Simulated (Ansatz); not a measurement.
Hypothetical zinc blende PtTe: Te → Se

Base system: PtTe in the zinc blende structure (space group F-43m, No. 216; a = 6.032 Å; a hypothetical phase, not in the database extracts checked).

Perturbation: full substitution Te → Se, then cell and atoms are relaxed.

Level of theory: plane-wave PAW DFT at the PBE level (Ansatz, a program for electronic structure, 420 eV), scalar-relativistic without spin-orbit coupling. Settings: 14×14×14 k-points, 0.05 eV Fermi–Dirac smearing, for the changed cell.

| quantity | base | changed | shift |
|---|---|---|---|
| volume per atom | 27.44 Å³ | 23.12 Å³ | -4.32 Å³ |
| density | 9.76 g/cm³ | 9.84 g/cm³ | +0.08 g/cm³ |
| lattice parameter a | 11.400 bohr | 10.767 bohr | -0.633 bohr |
| space group | F-43m (No. 216) | F-43m (No. 216) | – |
| shortest interatomic distance | 4.936 bohr | 4.662 bohr | -0.274 bohr |
| band gap | zero | zero | – |

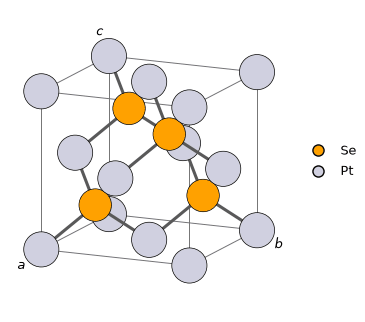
Figure: The relaxed conventional cell after the change

Stability against distortions was not tested. As relaxed here, PtSe is a hypothetical phase, not in the database extracts checked. All final runs are without spin polarisation. PtSe and PtTe have a high density of states at the Fermi level and may be magnetic at this level.
